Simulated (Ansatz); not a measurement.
# GaH4: the cost of one run

All numbers are computed with Ansatz 0.2.0, driven from Python. The levels of theory stand in the script.

## Step 1: The structure

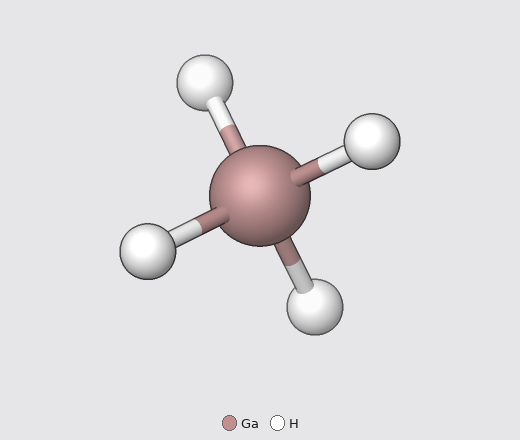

The structure that the script starts from, seen from a chosen angle (gallium pink, hydrogen white).

The script holds or builds the structure itself.

## Step 2: The script

File x2c_gah4.py:

```python
'''Scalar relativity in GaH4(-).'''

import warnings

import ansatz as az
from ase import Atoms
import numpy as np

XC = 'B3LYP'
DISPERSION = 'd3bj'
CHARGE = -1


def main() -> None:
    warnings.simplefilter('ignore', az.DeckWarning)

    atoms = Atoms(['Ga', 'H', 'H', 'H', 'H'], positions=[
        [0.0, 0.0, 0.0],
        [0.6217, 1.1604, -0.9277],
        [-1.0731, 0.6415, 1.0152],
        [1.1792, -0.7051, 0.8404],
        [-0.7278, -1.0969, -0.9279],
    ])
    molecule = az.Crystal.molecule_from_ase(atoms)

    calculation = (
        molecule.calculation()
        .functional(XC, dispersion=DISPERSION)
        .charge(CHARGE)
        .forces()
    )
    # a set contracted for a scalar-relativistic Hamiltonian goes with the relativistic run
    sets = {'none': 'cc-pVTZ', 'scalar': 'cc-pVTZ-DK'}
    found = {kind: calculation.basis(gaussian=basis).pseudopotentials(relativity=kind).run(threads=1, backend='cpu').report for kind, basis in sets.items()}
    for kind, each in found.items():
        dipole = 4.803205 * np.linalg.norm(each['charge_distribution']['dipole_moment_e_ang'])
        print(f'{kind:7s} E = {each["free_energy_ev"]:.4f} eV  dipole {dipole:.3f} D  largest force component {np.abs(each["forces_ev_ang"]).max():.4f} eV/A')
    print(f'relativity lowers the total energy by {found["none"]["free_energy_ev"] - found["scalar"]["free_energy_ev"]:.3f} eV')


if __name__ == '__main__':
    main()
```

## Step 3: The input behind the calls

The package turns the script's settings into the engine's input (first run):

```yaml
crystal:
  periodic: [false, false, false]
  atoms:
    - { symbol: Ga, position_ang: [0.0, 0.0, 0.0] }
    - { symbol: H, position_ang: [0.6217, 1.1604, -0.9277] }
    - { symbol: H, position_ang: [-1.0731, 0.6415, 1.0152] }
    - { symbol: H, position_ang: [1.1792, -0.7051, 0.8404] }
    - { symbol: H, position_ang: [-0.7278, -1.0969, -0.9279] }
basis:
  gaussian:
    orbitals: cc-pVTZ
hamiltonian:
  xc: b3lyp
  dispersion: d3bj
  pseudopotentials:
    relativity: none
total_charge: -1.0
output:
  forces: true
```

## Step 4: Running it

Started as:

```console
python x2c_gah4.py
```

Q: Estimate wall time and peak memory on 1 thread of Arm Neoverse V1, shared host.

About 4.9 s, with a peak of 0.22 GiB.
